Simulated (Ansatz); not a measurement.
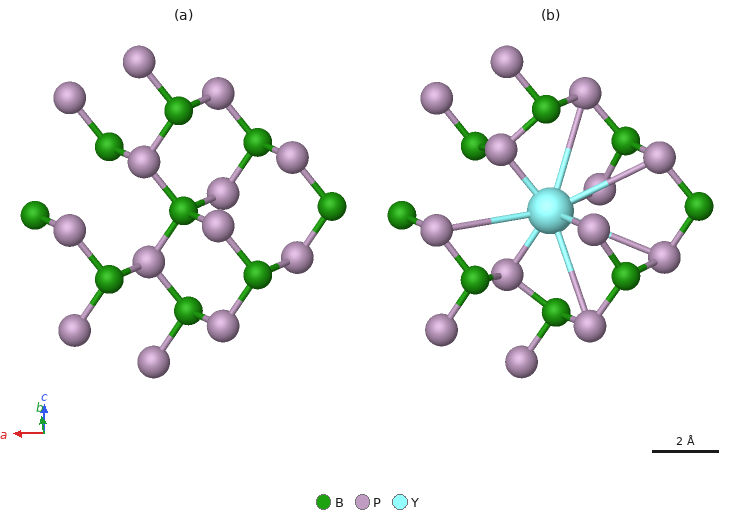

Left: perfect BP. Right: the same region with one point defect, after relaxing the atoms in a supercell of 54 sites. Style: ball-and-stick. Shown: the atoms within 5.4 Å of one point, in a slice 3.4 Å thick across the line of sight, from a free direction.

The calculation used DFT, PBE, plane-wave PAW, default files, scalar-relativistic (Ansatz 0.2.0). Set-up: plane-wave cutoff 420 eV; k-point mesh 3 × 3 × 3; occupations fermi dirac; smearing width 0.01 eV; no spin polarisation. The axes drawn are those of the host's conventional cell.

Q: Which defect is it?

A: A boron atom is replaced by yttrium.

The charge state of the cell is 0.

Q: What does the relaxation do around it?

A: In the host the B atom has 4 P at 1.97 Å; the Y atom ends with 4 P at 2.46 Å. Of the host's atoms, a phosphorus atom moves furthest from its site, by 0.49 Å. Relaxing the atoms from the host's sites lowers the energy by 12.79 eV.
